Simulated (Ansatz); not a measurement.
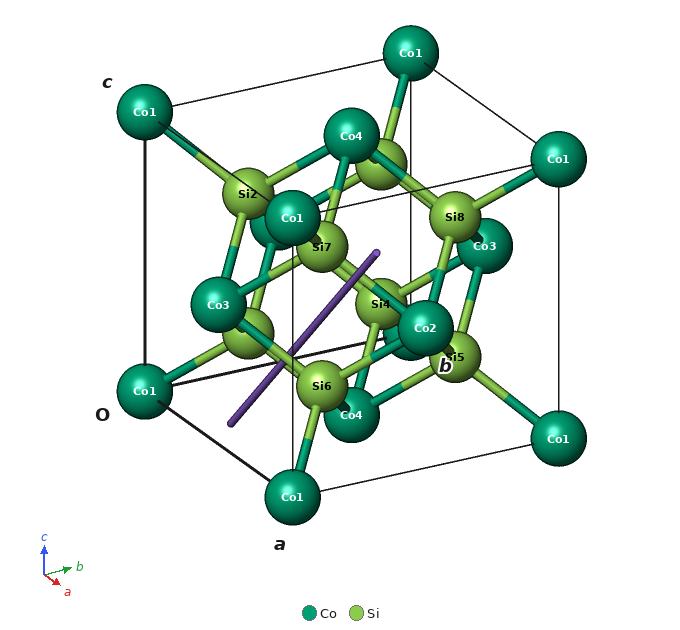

Crystal: CoSi2, a calculation's input that goes back to an entry of the Crystallography Open Database (an earlier step may have relaxed or displaced it). The coloured rod is the axis of a symmetry operation of the crystal. Geometry calculated from the standardised cell; symmetry tolerance 0.002 Å.

a = 5.315 Å, b = 5.315 Å, c = 5.315 Å, α = 90.00°, β = 90.00°, γ = 90.00°.

```
atom       x       y       z
 Co1  0.0000  0.0000  0.0000
 Si1  0.2500  0.7500  0.7500
 Si2  0.2500  0.2500  0.7500
 Co2  0.0000  0.5000  0.5000
 Si3  0.2500  0.2500  0.2500
 Si4  0.2500  0.7500  0.2500
 Co3  0.5000  0.0000  0.5000
 Si5  0.7500  0.7500  0.2500
 Si6  0.7500  0.2500  0.2500
 Co4  0.5000  0.5000  0.0000
 Si7  0.7500  0.2500  0.7500
 Si8  0.7500  0.7500  0.7500
```

Take the operation x, y, z → z+1/2, −y+1/2, x.

> What kind of operation is it, and where does it lie?

It is a 2₁ screw rotation with translation (1/4, 0, 1/4), about the line along [1 0 1] through (5/8, 1/4, 3/8).

> Onto which atom does it carry each atom (up to whole multiples of a, b and c)?

Co1 → Co4, Si1 → Si4, Si2 → Si3, Co2 → Co1, Si3 → Si6, Si4 → Si5, Co3 → Co2, Si5 → Si8, Si6 → Si7, Co4 → Co3, Si7 → Si2, Si8 → Si1.

> What is the crystal's space group?

Fm-3m, No. 225.
